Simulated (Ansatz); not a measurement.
Input file:

```
crystal:
  periodic: [false, false, false]
  atoms:
    - { symbol: F, position_ang: [2.6455, -0.0256, 0.3323] }
    - { symbol: C, position_ang: [1.3127, -0.0233, 0.1651] }
    - { symbol: C, position_ang: [0.5895, -1.1498, 0.0963] }
    - { symbol: Si, position_ang: [-1.2184, -0.7347, -0.1385] }
    - { symbol: C, position_ang: [-0.7394, 1.0879, -0.1139] }
    - { symbol: C, position_ang: [0.5898, 1.2265, 0.0501] }
    - { symbol: H, position_ang: [0.9596, -2.1592, 0.1624] }
    - { symbol: H, position_ang: [-2.0453, -1.1098, 1.0332] }
    - { symbol: H, position_ang: [-1.7322, -1.1584, -1.4628] }
    - { symbol: H, position_ang: [-1.4714, 1.8726, -0.221] }
    - { symbol: H, position_ang: [1.1096, 2.1739, 0.0968] }
basis:
  gaussian:
    orbitals: "6-31G*"
hamiltonian:
  xc: pbe0
output:
  orbitals: {}
```

Run with:

```sh
python energy.py
```

Level of theory: SCF PBE0, Gaussian basis in Ansatz 0.2.0.

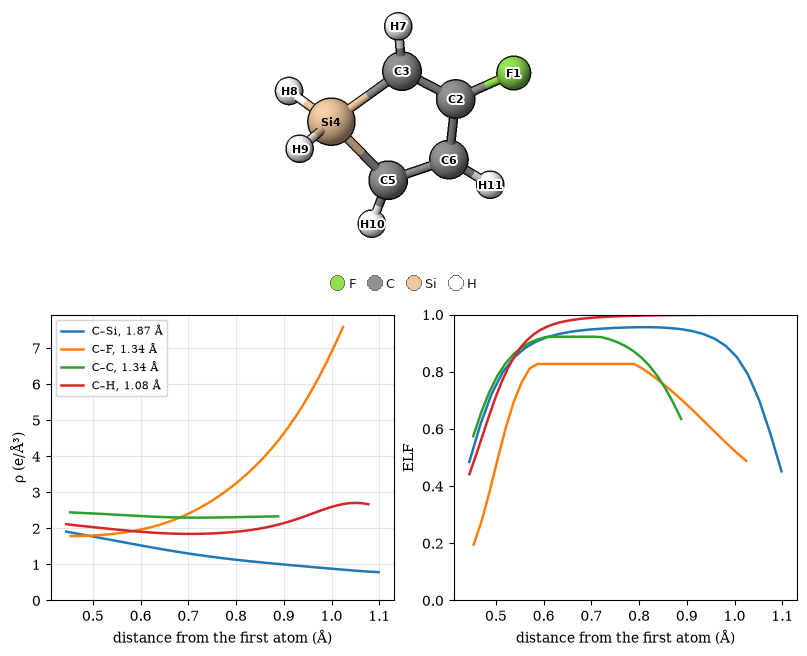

C4H5FSi (SMILES FC1=C[SiH2]C=C1). Total electron density and ELF along straight lines between neighbouring atoms. The curves leave out the atomic cores. The structure is drawn too.

Compare the contacts.

Answer. C–Si (1.87 Å): the density is about 0.96 e/Å³ at the midpoint; the ELF peaks at about 0.95 between the atoms: a covalent bond.
C–F (1.34 Å): ρ is about 2.2 e/Å³ halfway; the ELF peaks at about 0.85 between the atoms: a polar covalent bond.
C–C (1.34 Å): ρ is about 2.3 e/Å³ halfway; the ELF peaks at about 0.90 between the atoms; a short, multiple covalent bond.
C–H (1.08 Å): ρ is about 2 e/Å³ halfway; the ELF climbs to about 1 towards the hydrogen, as it does in any bond to H: an ordinary covalent bond to hydrogen.
